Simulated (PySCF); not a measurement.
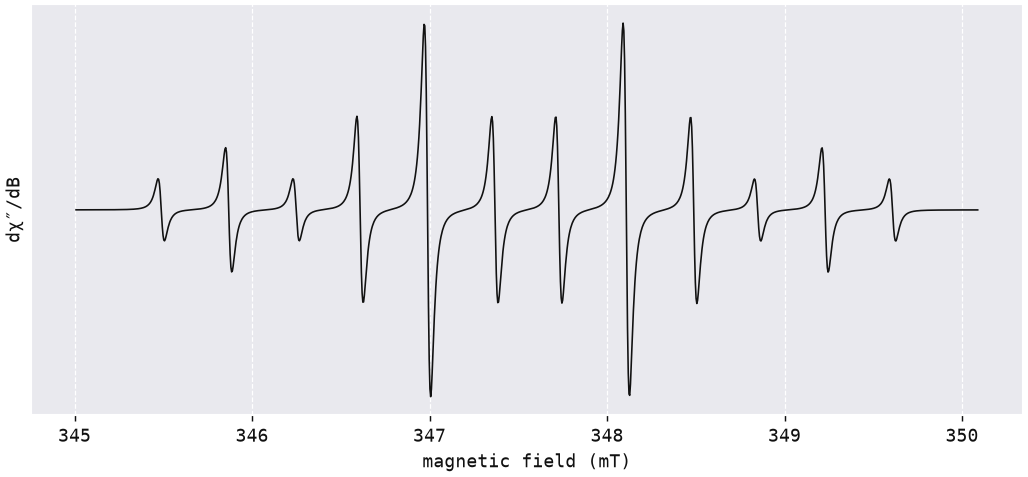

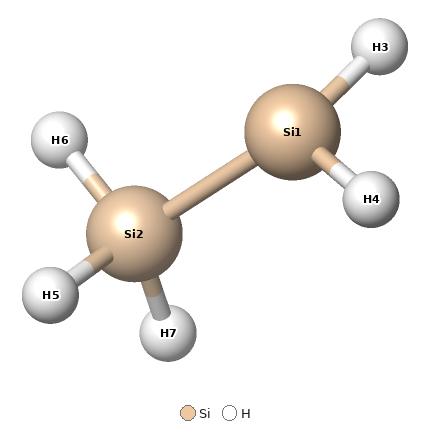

First-order isotropic EPR spectrum (fast tumbling, first derivative) of Si₂H₅, SMILES [SiH2][SiH3], doublet at 9.75 GHz, Lorentzian lines of 0.06 mT full width at half height, from computed g and hyperfine couplings (B3LYP/pcH-1 with PySCF 2.14.0, at a GFN2-xTB geometry (no frequency check), gas phase); values of one conformer, averaged over methyl-type rotors alone; no vibrational averaging; dilute isotopes left out. The SMILES is one Lewis form and needn't show where the spin sits.

Question: Which couplings does the calculation give? The spectrum shows the sizes of those above the line width, not their signs.

Answer:
| nuclei | isotope | a (mT) | a (MHz) |
| --- | --- | --- | --- |
| H5, H6, H7 | ¹H | 1.12 | 31.3 |
| H3, H4 | ¹H | −0.38 | −10.7 |

Question: What is the g value, and how wide is the spectrum?

Answer: g_iso = 2.0044, which centres the spectrum at 347.5 mT; it spans 4.1 mT.

Caveats: the tight-binding geometry is rougher than a DFT one and adds to the error.
